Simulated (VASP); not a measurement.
# Gd (Gadolinium) with LDA + U: from relaxation to properties, part 4 of 12

What structure does Gd (Gadolinium) take at this level, and what are its properties? The start is a cell from a database of measured crystal structures.

VASP 6.6.1, plane waves and PAW; the level of theory is named at each step.

Still holding for the runs below: The k-mesh is coarse for a metal.

So far, moment of the cell, from the last line of the log (μB): step 2 (magnetic order: ferromagnetic) 15.5.

## Step 5: Magnetic order: antiferromagnetic, q = (1/2, 1/2, 1/2)

Level of this step: LDA, DFT+U (Gd f 5 eV), spin-polarised from an antiferromagnetic start; plane waves and PAW (Gd) (VASP).

Next, a pattern with opposite moments, which needs a doubled cell; q is given in the reciprocal vectors of the primitive cell.

INCAR

```
SYSTEM = Gd
PREC = Accurate
ENCUT = 450
EDIFF = 1E-06
NELM = 150
ISMEAR = 1
SIGMA = 0.2
LREAL = .FALSE.
ALGO = Normal
GGA = CA
NBANDS = 46
ISPIN = 2
MAGMOM = 7 -7 7 -7
LDAU = .TRUE.
LDAUTYPE = 2
LDAUL = 3
LDAUU = 5
LDAUJ = 0
LDAUPRINT = 1
LASPH = .TRUE.
LMAXMIX = 6
AMIX = 0.2
BMIX = 1E-04
AMIX_MAG = 0.8
BMIX_MAG = 1E-04
LORBIT = 11
LWAVE = .FALSE.
LCHARG = .FALSE.
KPAR = 4
ISIF = 2
```

POSCAR

```
Gd
1.0
    7.2720000000      0.0000000000      0.0000000000
    1.8180000000      3.1488683682      0.0000000000
    3.6360000000      0.0000000000      5.7826000000
Gd
4
Direct
    0.7083333333      0.6666666667      0.2500000000
    0.2083333333      0.6666666667      0.2500000000
    0.7916666667      0.3333333333      0.7500000000
    0.2916666667      0.3333333333      0.7500000000
```

KPOINTS

```
Automatic mesh
0
Gamma
7 7 7
0 0 0
```

PAW data sets: Gd (PBE family, release 64).

Run with:

```console
$ mpirun -np 4 vasp_std
```

The program printed:

```text
[... set-up lines as in an earlier step ...]
 entering main loop
       N       E                     dE             d eps       ncg     rms          rms(c)
DAV:   1     0.845549383865E+03    0.84555E+03   -0.18020E+04 22550   0.659E+03
DAV:   2     0.322429125121E+03   -0.52312E+03   -0.46115E+03 28944   0.840E+02
DAV:   3     0.492913858799E+02   -0.27314E+03   -0.26737E+03 31408   0.503E+02
DAV:   4    -0.852110490398E+01   -0.57812E+02   -0.56824E+02 35292   0.215E+02
DAV:   5    -0.198693739132E+02   -0.11348E+02   -0.11206E+02 36374   0.110E+02    0.273E+02
DAV:   6    -0.403548847895E+02   -0.20486E+02   -0.34700E+01 32576   0.115E+02    0.220E+02
DAV:   7    -0.429985769306E+02   -0.26437E+01   -0.25183E+01 36384   0.491E+01    0.114E+02
DAV:   8    -0.437571355323E+02   -0.75856E+00   -0.13298E+01 34928   0.347E+01    0.329E+01
DAV:   9    -0.447962607414E+02   -0.10391E+01   -0.53245E+00 35080   0.254E+01    0.350E+01
DAV:  10    -0.450105158949E+02   -0.21426E+00   -0.21509E+00 36456   0.110E+01    0.370E+01
DAV:  11    -0.450919723708E+02   -0.81456E-01   -0.69956E-01 34962   0.775E+00    0.482E+01
DAV:  12    -0.451237852794E+02   -0.31813E-01   -0.33362E-01 36456   0.528E+00    0.631E+00
DAV:  13    -0.451322512044E+02   -0.84659E-02   -0.11525E-01 34872   0.323E+00    0.109E+01
DAV:  14    -0.451358891515E+02   -0.36379E-02   -0.50596E-02 36464   0.229E+00    0.977E+00
DAV:  15    -0.451376029379E+02   -0.17138E-02   -0.18675E-02 35048   0.103E+00    0.905E+00
DAV:  16    -0.451380864495E+02   -0.48351E-03   -0.10430E-02 36448   0.104E+00    0.422E+00
DAV:  17    -0.451384150476E+02   -0.32860E-03   -0.52519E-03 35640   0.631E-01    0.263E+00
DAV:  18    -0.451386663162E+02   -0.25127E-03   -0.28697E-03 36488   0.458E-01    0.140E+00
DAV:  19    -0.451387848357E+02   -0.11852E-03   -0.13943E-03 35552   0.317E-01    0.596E-01
DAV:  20    -0.451388636520E+02   -0.78816E-04   -0.80528E-04 36400   0.246E-01    0.324E-01
DAV:  21    -0.451389063954E+02   -0.42743E-04   -0.43213E-04 35624   0.150E-01    0.131E-01
DAV:  22    -0.451389348562E+02   -0.28461E-04   -0.28312E-04 36224   0.135E-01    0.135E-01
DAV:  23    -0.451389508132E+02   -0.15957E-04   -0.16228E-04 34400   0.909E-02    0.581E-02
DAV:  24    -0.451389612812E+02   -0.10468E-04   -0.10478E-04 32240   0.771E-02    0.211E-02
DAV:  25    -0.451389675392E+02   -0.62580E-05   -0.62606E-05 29808   0.572E-02    0.173E-02
DAV:  26    -0.451389716672E+02   -0.41280E-05   -0.41280E-05 26216   0.482E-02    0.178E-02
DAV:  27    -0.451389741390E+02   -0.24718E-05   -0.24724E-05 19984   0.374E-02    0.289E-02
DAV:  28    -0.451389758110E+02   -0.16720E-05   -0.16726E-05 18632   0.339E-02    0.235E-02
DAV:  29    -0.451389769083E+02   -0.10973E-05   -0.10925E-05 17712   0.273E-02    0.149E-02
DAV:  30    -0.451389776462E+02   -0.73790E-06   -0.73290E-06 17560   0.248E-02
   1 F= -.45138978E+02 E0= -.45136007E+02  d E =-.891234E-02  mag=    -0.0000
```

It took 5.6 min on 4 MPI ranks of Intel Xeon 6975P-C (Granite Rapids), shared host; peak memory 2.9 GiB.

OUTCAR, selected parts (step 5):

```text
   k-points           NKPTS =    100   k-points in BZ     NKDIM =    100   number of bands    NBANDS=     46

   ENCUT  =  450.0 eV  33.07 Ry    5.75 a.u.  12.58  6.29 11.81*2*pi/ulx,y,z

   NELECT =      72.0000    total number of electrons

atom =   1  type =  1  l = 3

 onsite density matrix

spin component  1

  0.9895  0.0000  0.0000 -0.0001 -0.0000 -0.0000 -0.0000
  0.0000  0.9895 -0.0000 -0.0000 -0.0000 -0.0000  0.0000
  0.0000 -0.0000  0.9892 -0.0000 -0.0000 -0.0000 -0.0000
 -0.0001 -0.0000 -0.0000  0.9894  0.0000  0.0000  0.0000
 -0.0000 -0.0000 -0.0000  0.0000  0.9892 -0.0000 -0.0000
 -0.0000 -0.0000 -0.0000  0.0000 -0.0000  0.9895  0.0000
 -0.0000  0.0000 -0.0000  0.0000 -0.0000  0.0000  0.9892

spin component  2

  0.0035 -0.0001 -0.0000  0.0003  0.0001  0.0000  0.0000
 -0.0001  0.0021 -0.0001  0.0003  0.0001  0.0001 -0.0000
 -0.0000 -0.0001  0.0009  0.0001 -0.0000 -0.0000 -0.0000
  0.0003  0.0003  0.0001  0.0033 -0.0001 -0.0002 -0.0000
  0.0001  0.0001 -0.0000 -0.0001  0.0009 -0.0001 -0.0000
  0.0000  0.0001 -0.0000 -0.0002 -0.0001  0.0022 -0.0001
  0.0000 -0.0000 -0.0000 -0.0000 -0.0000 -0.0001  0.0007

 occupancies and eigenvectors

  o =  0.0007  v =  0.0000  0.0000  0.0000  0.0000  0.0000  0.0000  0.0000 -0.0000  0.0316  0.1625 -0.0000  0.0938  0.0548  0.9802      0.0000  0.0000  0.0000  0.0000  0.0000  0.0000  0.0000  0.0000  0.0000  0.0000  0.0000  0.0000  0.0000  0.0000
  o =  0.0009  v =  0.0000  0.0000  0.0000  0.0000  0.0000  0.0000  0.0000 -0.0477 -0.1141 -0.4930  0.0894  0.8540  0.0659 -0.0000      0.0000  0.0000  0.0000  0.0000  0.0000  0.0000  0.0000  0.0000  0.0000  0.0000  0.0000  0.0000  0.0000  0.0000
  o =  0.0009  v =  0.0000  0.0000  0.0000  0.0000  0.0000  0.0000  0.0000 -0.0000 -0.0099 -0.8502  0.0000 -0.4909 -0.0171  0.1893      0.0000  0.0000  0.0000  0.0000  0.0000  0.0000  0.0000  0.0000  0.0000  0.0000  0.0000  0.0000  0.0000  0.0000
  o =  0.0020  v =  0.0000  0.0000  0.0000  0.0000  0.0000  0.0000  0.0000  0.0966  0.8286 -0.0766 -0.2277  0.1326 -0.4784  0.0000      0.0000  0.0000  0.0000  0.0000  0.0000  0.0000  0.0000  0.0000  0.0000  0.0000  0.0000  0.0000  0.0000  0.0000
  o =  0.0023  v =  0.0000  0.0000  0.0000  0.0000  0.0000  0.0000  0.0000  0.0000  0.4989 -0.0272 -0.0000 -0.0157  0.8641 -0.0584      0.0000  0.0000  0.0000  0.0000  0.0000  0.0000  0.0000  0.0000  0.0000  0.0000  0.0000  0.0000  0.0000  0.0000
  o =  0.0032  v =  0.0000  0.0000  0.0000  0.0000  0.0000  0.0000  0.0000  0.6453 -0.2137 -0.0318 -0.7202  0.0551  0.1234  0.0000      0.0000  0.0000  0.0000  0.0000  0.0000  0.0000  0.0000  0.0000  0.0000  0.0000  0.0000  0.0000  0.0000  0.0000
  o =  0.0037  v =  0.0000  0.0000  0.0000  0.0000  0.0000  0.0000  0.0000 -0.7563 -0.0693 -0.0058 -0.6492  0.0100  0.0400  0.0000      0.0000  0.0000  0.0000  0.0000  0.0000  0.0000  0.0000  0.0000  0.0000  0.0000  0.0000  0.0000  0.0000  0.0000
  o =  0.9891  v = -0.0000  0.0241  0.7422 -0.0000  0.4285  0.0418  0.5130  0.0000  0.0000  0.0000  0.0000  0.0000  0.0000  0.0000      0.0000  0.0000  0.0000  0.0000  0.0000  0.0000  0.0000  0.0000  0.0000  0.0000  0.0000  0.0000  0.0000  0.0000
  o =  0.9892  v =  0.0300  0.0034 -0.4977 -0.0905  0.8621 -0.0020 -0.0000  0.0000  0.0000  0.0000  0.0000  0.0000  0.0000  0.0000      0.0000  0.0000  0.0000  0.0000  0.0000  0.0000  0.0000  0.0000  0.0000  0.0000  0.0000  0.0000  0.0000  0.0000
  o =  0.9892  v =  0.0000 -0.0255 -0.4424 -0.0000 -0.2554 -0.0441  0.8582  0.0000  0.0000  0.0000  0.0000  0.0000  0.0000  0.0000      0.0000  0.0000  0.0000  0.0000  0.0000  0.0000  0.0000  0.0000  0.0000  0.0000  0.0000  0.0000  0.0000  0.0000
  o =  0.9894  v =  0.4159  0.2123 -0.0329  0.8732  0.0571 -0.1226 -0.0000  0.0000  0.0000  0.0000  0.0000  0.0000  0.0000  0.0000      0.0000  0.0000  0.0000  0.0000  0.0000  0.0000  0.0000  0.0000  0.0000  0.0000  0.0000  0.0000  0.0000  0.0000
[...]
o =  0.0037  v =  0.0000  0.0000  0.0000  0.0000  0.0000  0.0000  0.0000 -0.7563 -0.0693 -0.0058 -0.6492  0.0100  0.0400  0.0000      0.0000  0.0000  0.0000  0.0000  0.0000  0.0000  0.0000  0.0000  0.0000  0.0000  0.0000  0.0000  0.0000  0.0000
  o =  0.9891  v = -0.0000  0.0241  0.7422 -0.0000  0.4285  0.0418  0.5130  0.0000  0.0000  0.0000  0.0000  0.0000  0.0000  0.0000      0.0000  0.0000  0.0000  0.0000  0.0000  0.0000  0.0000  0.0000  0.0000  0.0000  0.0000  0.0000  0.0000  0.0000
  o =  0.9892  v =  0.0300  0.0034 -0.4977 -0.0905  0.8621 -0.0020 -0.0000  0.0000  0.0000  0.0000  0.0000  0.0000  0.0000  0.0000      0.0000  0.0000  0.0000  0.0000  0.0000  0.0000  0.0000  0.0000  0.0000  0.0000  0.0000  0.0000  0.0000  0.0000
  o =  0.9892  v =  0.0000 -0.0255 -0.4424 -0.0000 -0.2554 -0.0441  0.8582  0.0000  0.0000  0.0000  0.0000  0.0000  0.0000  0.0000      0.0000  0.0000  0.0000  0.0000  0.0000  0.0000  0.0000  0.0000  0.0000  0.0000  0.0000  0.0000  0.0000  0.0000
  o =  0.9894  v =  0.4159  0.2123 -0.0329  0.8732  0.0571 -0.1226 -0.0000  0.0000  0.0000  0.0000  0.0000  0.0000  0.0000  0.0000      0.0000  0.0000  0.0000  0.0000  0.0000  0.0000  0.0000  0.0000  0.0000  0.0000  0.0000  0.0000  0.0000  0.0000
  o =  0.9894  v = -0.0000 -0.4988  0.0585 -0.0000  0.0338 -0.8639 -0.0190  0.0000  0.0000  0.0000  0.0000  0.0000  0.0000  0.0000      0.0000  0.0000  0.0000  0.0000  0.0000  0.0000  0.0000  0.0000  0.0000  0.0000  0.0000  0.0000  0.0000  0.0000
  o =  0.9895  v = -0.8243  0.4395 -0.0226  0.2467  0.0392 -0.2538  0.0000  0.0000  0.0000  0.0000  0.0000  0.0000  0.0000  0.0000      0.0000  0.0000  0.0000  0.0000  0.0000  0.0000  0.0000  0.0000  0.0000  0.0000  0.0000  0.0000  0.0000  0.0000
  o =  0.9896  v = -0.3829 -0.7153 -0.0260  0.4104  0.0451  0.4130  0.0000  0.0000  0.0000  0.0000  0.0000  0.0000  0.0000  0.0000      0.0000  0.0000  0.0000  0.0000  0.0000  0.0000  0.0000  0.0000  0.0000  0.0000  0.0000  0.0000  0.0000  0.0000

atom =   4  type =  1  l = 3

 onsite density matrix

spin component  1

spin component  2

 occupancies and eigenvectors

 E-fermi :   2.7294

 spin component 1
 k-point     1 :       0.0000    0.0000    0.0000
  band No.  band energies     occupation
    ...
     32       0.6143      1.00000
     33       0.8975      1.00000
     34       0.9044      1.00000
     35       2.6121      0.91396
     36       2.6522      0.80148
     37       4.0940     -0.00000
     38       4.3251     -0.00000
     39       4.3681     -0.00000
     40       4.4458     -0.00000
     41       4.4681     -0.00000
    ...

 k-point     2 :       0.1429    0.0000    0.0000
  band No.  band energies     occupation
    ...
     31      -1.7874      1.00000
     32       0.7062      1.00000
     33       0.8076      1.00000
     34       1.0564      1.00000
     35       2.5287      1.02549
     36       2.7494      0.41600
     37       3.8662     -0.00000
     38       4.0556     -0.00000
     39       4.2955     -0.00000
     40       4.3737     -0.00000
    ...

  Total       -3.0509024     -3.3123505     -3.7535275     -0.2264207      0.1063627     -0.1842255
  in kB      -36.9153819    -40.0788586    -45.4170224     -2.7396512      1.2869697     -2.2290961
  external PRESSURE =     -40.8037543 kB  Pullay stress =       0.0000000 kB

 POSITION                                       TOTAL-FORCE (eV/Angst)
 -----------------------------------------------------------------------------------
      7.27200      2.09925      1.44565        -0.004850      0.002800     -0.032966
      3.63600      2.09925      1.44565        -0.004850      0.002800     -0.032966
      9.09000      1.04962      4.33695         0.004850     -0.002800      0.032966
      5.45400      1.04962      4.33695         0.004850     -0.002800      0.032966
 -----------------------------------------------------------------------------------
    total drift:                                0.000000      0.000000      0.000000

  FREE ENERGIE OF THE ION-ELECTRON SYSTEM (eV)
  ---------------------------------------------------
  free  energy   TOTEN  =       -45.1389776462 eV

  energy  without entropy=      -45.1300653029  energy(sigma->0) =      -45.13600687

 magnetization (x)
# of ion       s       p       d       f       tot
--------------------------------------------------
    1        0.010  -0.057   0.180   6.907   7.040
    2       -0.010   0.057  -0.180  -6.907  -7.040
    3        0.010  -0.057   0.180   6.907   7.040
    4       -0.010   0.057  -0.180  -6.907  -7.040
--------------------------------------------------
tot          0.000   0.000  -0.000   0.000   0.000

[... 15 further parts left out ...]
```

At this level the cell is under a tension of 4.1 GPa, so at these settings it is away from equilibrium.

Numbers from this step:

```yaml
scf_cycles: 30
irreducible_k_points: 100
symmetry_operations: 4
free_energy_toten: -45.14 eV
energy_at_zero_smearing: -45.14 eV
fermi_energy: 2.729 eV
pressure: -4.080 GPa
```

Spin moment in the PAW sphere by atom:

```tsv
atom	spin moment in the PAW sphere (μB)
Gd1	7.04
Gd2	-7.04
Gd3	7.04
Gd4	-7.04
```

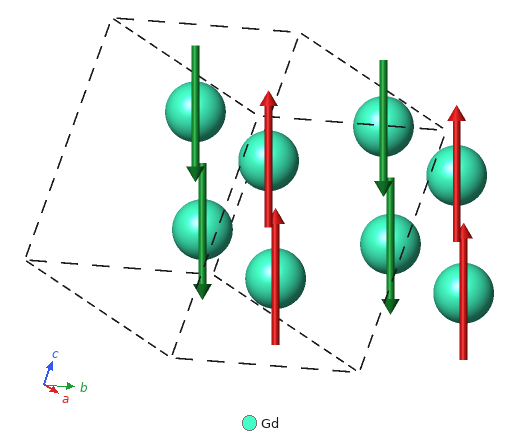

Spin moment in the PAW sphere as arrows, the longest 7.04 μB. Up and down stand for the sign. Arrows give size and sign along the axis of quantisation, drawn up and down the page. The two directions have two colours. 1×2×1 cells are drawn.

The energy lies +36.8 meV an atom from the first pattern. The run ends antiferromagnetic with a largest moment of 7.04 μB, and the mesh shows no gap.

(Continued in part 5 of 12.)

[Lines on the potential files, build, host, timing and source positions are cut from VASP's logs without a mark.]

[Logs are printed without paths, hosts, clocks, repeated set-up lines and the standing remarks that a program may print on its own settings, such as how far it seeks lower states.]

[Hosts, paths, dates, database ids (printed as entryN), source tags and the programs' standing remarks are cut or masked in the printed files.]

[A measured line is paired with the nearest computed mode of its activity, which favours agreement.]

[In band tables of VASP the shares of atoms and orbitals are scaled to a sum of 1 inside the atoms' spheres.]
